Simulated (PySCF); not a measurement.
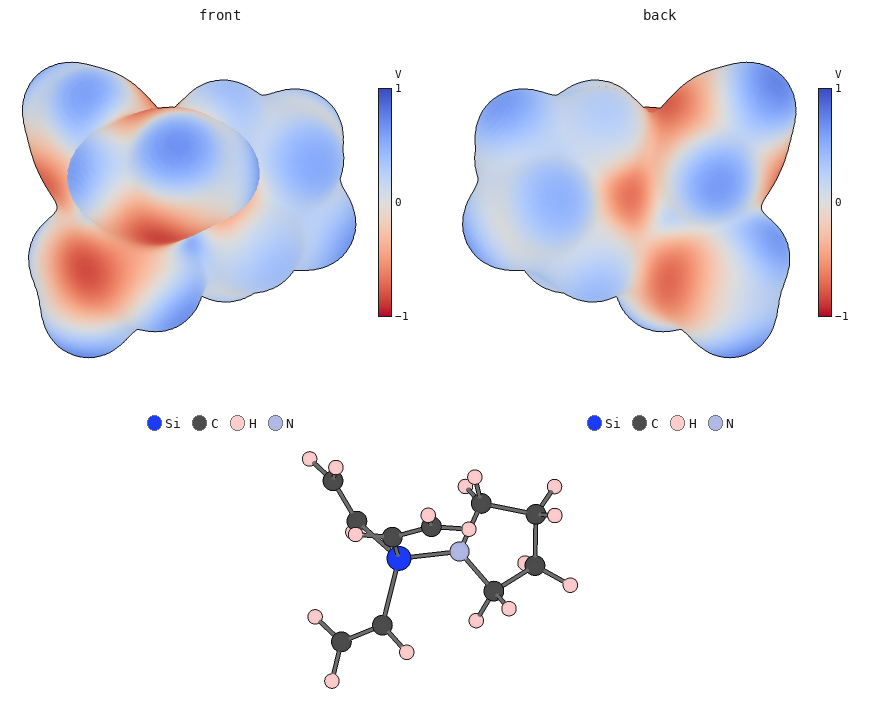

*C₁₀H₁₇NSi (Si(vinyl)3(pyrrolidide)). The molecular electrostatic potential painted on the density surface at 0.002 e/bohr³, seen from the front and from behind; the colour scale runs from red (negative) to blue (positive). The bare structure is drawn below in the same view.*

Geometry: PBE0-D3(BJ)/def2-SVP.

The calculation used PBE0/pcSseg-1, SCF density, gas phase, non-relativistic (PySCF 2.14.0).

```yaml
atoms:
  - { symbol: Si, position_ang: [0.3455, 0.9336, 0.1892] }
  - { symbol: C, position_ang: [0.2745, 1.1983, 2.0466] }
  - { symbol: C, position_ang: [-0.4627, 0.4170, 2.8446] }
  - { symbol: H, position_ang: [0.8202, 2.0372, 2.4999] }
  - { symbol: H, position_ang: [-1.0326, -0.4248, 2.4327] }
  - { symbol: H, position_ang: [-0.5385, 0.5779, 3.9263] }
  - { symbol: C, position_ang: [2.1376, 0.9262, -0.3576] }
  - { symbol: C, position_ang: [3.1785, 0.8842, 0.4827] }
  - { symbol: H, position_ang: [2.3481, 0.9106, -1.4365] }
  - { symbol: H, position_ang: [3.0364, 0.8823, 1.5697] }
  - { symbol: H, position_ang: [4.2168, 0.8441, 0.1328] }
  - { symbol: C, position_ang: [-0.5761, 2.3140, -0.6758] }
  - { symbol: C, position_ang: [0.0228, 3.2762, -1.3874] }
  - { symbol: H, position_ang: [-1.6678, 2.3661, -0.5618] }
  - { symbol: H, position_ang: [1.1094, 3.2949, -1.5315] }
  - { symbol: H, position_ang: [-0.5379, 4.0932, -1.8562] }
  - { symbol: N, position_ang: [-0.4142, -0.5712, -0.2252] }
  - { symbol: C, position_ang: [-1.6510, -0.7338, -0.9792] }
  - { symbol: C, position_ang: [-1.6362, -2.1991, -1.4081] }
  - { symbol: C, position_ang: [-0.8959, -2.8746, -0.2596] }
  - { symbol: C, position_ang: [0.1985, -1.8626, 0.0660] }
  - { symbol: H, position_ang: [-1.7016, -0.0515, -1.8445] }
  - { symbol: H, position_ang: [-2.5457, -0.5272, -0.3570] }
  - { symbol: H, position_ang: [-1.0616, -2.3121, -2.3423] }
  - { symbol: H, position_ang: [-2.6443, -2.6028, -1.5839] }
  - { symbol: H, position_ang: [-1.5702, -2.9933, 0.6052] }
  - { symbol: H, position_ang: [-0.4979, -3.8682, -0.5125] }
  - { symbol: H, position_ang: [0.5321, -1.9335, 1.1159] }
  - { symbol: H, position_ang: [1.0940, -2.0435, -0.5621] }
```

### Describe the electrostatic potential map.

The most negative region (about −0.8 V) lies over the π face of C2, C3, C12 and C13, the most positive (about +0.7 V) over H6, H11 and H16.
